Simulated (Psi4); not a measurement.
# HS (SMILES [SH]): UMP2/heavy-aug-cc-pVDZ (density fitting, density fitting for correlation, sweep point 3)

Aim: the vertical doublet–quartet gap of HS at UMP2/heavy-aug-cc-pVDZ (density fitting, density fitting for correlation, sweep point 3), from 2 runs. 

The calculation is run with Psi4 1.11.

## 1. The system as given

HS has 2 atoms, charge 0, and is taken as a doublet. As SMILES, `[SH]`. The shape is that of a PBE0-D4/def2-TZVP optimisation.

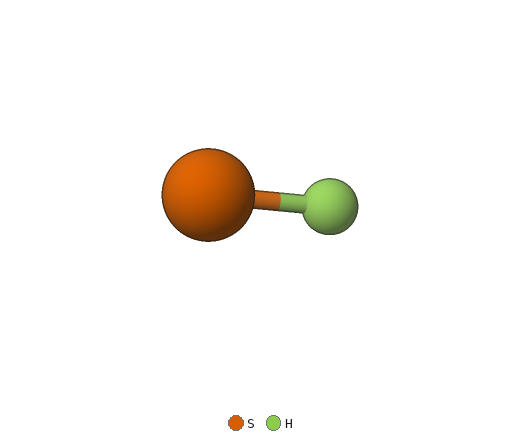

Viewed from a chosen angle; sulfur orange, hydrogen green.

## 2. A single-point energy at UMP2/heavy-aug-cc-pVDZ (density fitting, density fitting for correlation, sweep point 3)

File input.dat:

```
memory 1600 mb

molecule {
  0 2
  S      1.08576104    -0.35490946     0.55833848
  H     -1.08576104     0.35490946    -0.55833848
  units au
  symmetry c1
}

set {
  basis heavy-aug-cc-pVDZ
  reference uhf
  puream true
  scf_type df
  num_frozen_docc 5
  maxiter 100
}

energy_value, wavefunction = energy('mp2', return_wfn=True)
```

Launch:

```
$ psi4 -n 1 input.dat output.dat
```

output.dat:

```text
[...]
  Running in c1 symmetry.
[...]
  Nuclear repulsion =    6.292039457369341
[...]
  Multiplicity = 2
[...]
  Nalpha       = 9
  Nbeta        = 8
[...]
    Number of basis functions: 32
[...]
   @DF-UHF iter   1:  -398.07489606625734   -4.22219e-01   4.17640e-03 DIIS/ADIIS
[...]
   @DF-UHF iter  12:  -398.09190474451549   -3.41061e-13   4.80634e-09 DIIS
[...]
   @S^2 Observed:                7.609035736E-01
[...]
    Orbital Energies [Eh]
    ---------------------
    Alpha Occupied:
       1A    -91.994503     2A     -8.995530     3A     -6.691213
       4A     -6.673354     5A     -6.670274     6A     -0.990461
       7A     -0.552035     8A     -0.469779     9A     -0.402668
    Alpha Virtual:
      10A      0.096443    11A      0.113031    12A      0.113445
      13A      0.124284    14A      0.188283    15A      0.331598
      16A      0.356754    17A      0.357621    18A      0.357828
      19A      0.436159    20A      0.769727    21A      0.784143
      22A      0.811257    23A      0.842685    24A      1.027795
      25A      1.068124    26A      1.102335    27A      1.102944
[...]
  @DF-UHF Final Energy:  -398.09190474451549
   => Energetics <=
    Nuclear Repulsion Energy =              6.2920394573693414
    One-Electron Energy =                -562.5654334443220250
    Two-Electron Energy =                 158.1814892424371521
    Total Energy =                       -398.0919047445155456
  UHF NO Occupations:
  HONO-2 :    7  A 1.9997154
  HONO-1 :    8  A 1.9950423
[...]
 Multipole Moments:
 ------------------------------------------------------------------------------------
     Multipole            Electronic (a.u.)      Nuclear  (a.u.)        Total (a.u.)
 ------------------------------------------------------------------------------------
 L = 1.  Multiply by 2.5417464519 to convert [e a0] to [Debye]
 Dipole X            :         -0.0000000            0.0000000           -0.0000000
 Dipole Y            :          0.0000000           -0.0000000            0.0000000
 Dipole Z            :          0.8608854           -1.2218637           -0.3609783
 Magnitude           :                                                    0.3609783
[...]
```

Wall time 3.6 s (1 thread of Intel Xeon at 2.70GHz, shared host); peak memory 0.24 GiB.

## 3. The quartet at the same level

File job.in:

```
memory 1600 mb

molecule {
  0 4
  S      1.08576104    -0.35490946     0.55833848
  H     -1.08576104     0.35490946    -0.55833848
  units bohr
  symmetry c1
}

set {
  basis heavy-aug-cc-pVDZ
  reference uhf
  puream true
  scf_type df
  num_frozen_docc 5
  maxiter 100
}

E, wfn = energy('mp2', return_wfn=True)
print_variables()
```

Launch:

```
$ psi4 -i job.in -o job.out -n 1
```

job.out:

```text
[...]
  Running in c1 symmetry.
[...]
  Nuclear repulsion =    6.292039457369341
[...]
  Multiplicity = 4
[...]
  Nalpha       = 10
  Nbeta        = 7
[...]
    Number of basis functions: 32
[...]
   @DF-UHF iter   1:  -397.87519898192932   -2.22522e-01   4.60386e-03 DIIS/ADIIS
[...]
   @DF-UHF iter  14:  -397.89845336737460   -4.43379e-12   5.97642e-09 DIIS
[...]
   @S^2 Observed:                3.759556316E+00
[...]
    Orbital Energies [Eh]
    ---------------------
    Alpha Occupied:
       1A    -92.083791     2A     -9.086753     3A     -6.776402
       4A     -6.776402     5A     -6.759518     6A     -1.105033
       7A     -0.631179     8A     -0.551811     9A     -0.551811
      10A     -0.159328
    Alpha Virtual:
      11A      0.094995    12A      0.095260    13A      0.095260
      14A      0.114214    15A      0.292473    16A      0.292473
      17A      0.300125    18A      0.300125    19A      0.398507
      20A      0.709474    21A      0.709474    22A      0.723400
      23A      0.787876    24A      0.990926    25A      0.999247
[...]
  @DF-UHF Final Energy:  -397.89845336737460
   => Energetics <=
    Nuclear Repulsion Energy =              6.2920394573693414
    One-Electron Energy =                -561.1694910447762368
    Two-Electron Energy =                 156.9789982200322527
    Total Energy =                       -397.8984533673746000
  UHF NO Occupations:
  HONO-2 :    8  A 1.0000000
  HONO-1 :    9  A 1.0000000
[...]
 Multipole Moments:
 ------------------------------------------------------------------------------------
     Multipole            Electronic (a.u.)      Nuclear  (a.u.)        Total (a.u.)
 ------------------------------------------------------------------------------------
 L = 1.  Multiply by 2.5417464519 to convert [e a0] to [Debye]
 Dipole X            :         -0.0000000            0.0000000           -0.0000000
 Dipole Y            :          0.0000000           -0.0000000            0.0000000
 Dipole Z            :          1.7004461           -1.2218637            0.4785823
 Magnitude           :                                                    0.4785823
[...]
```

It took 3.6 s on 1 thread of Intel Xeon at 2.70GHz, shared host; peak memory 0.24 GiB.

## 4. Summary of results

At UMP2/heavy-aug-cc-pVDZ (density fitting, density fitting for correlation, sweep point 3), 5 core orbitals frozen:

```
                                                           quantity          value
                                              doublet: total energy  -398.21140 Eh
doublet: HOMO energy (Hartree–Fock orbitals) (highest over α and β)      -10.30 eV
 doublet: LUMO energy (Hartree–Fock orbitals) (lowest over α and β)       -0.17 eV
               doublet: correlation energy (5 core orbitals frozen)     -119.5 mEh
                         doublet: ⟨S²⟩ of the reference determinant          0.761
                                              quartet: total energy  -398.00198 Eh
quartet: HOMO energy (Hartree–Fock orbitals) (highest over α and β)       -4.34 eV
 quartet: LUMO energy (Hartree–Fock orbitals) (lowest over α and β)       -0.98 eV
               quartet: correlation energy (5 core orbitals frozen)     -103.5 mEh
                         quartet: ⟨S²⟩ of the reference determinant          3.760
                   vertical energy of the quartet above the doublet       5.699 eV
```

At this shape the quartet lies 5.70 eV (131 kcal/mol) above the doublet.
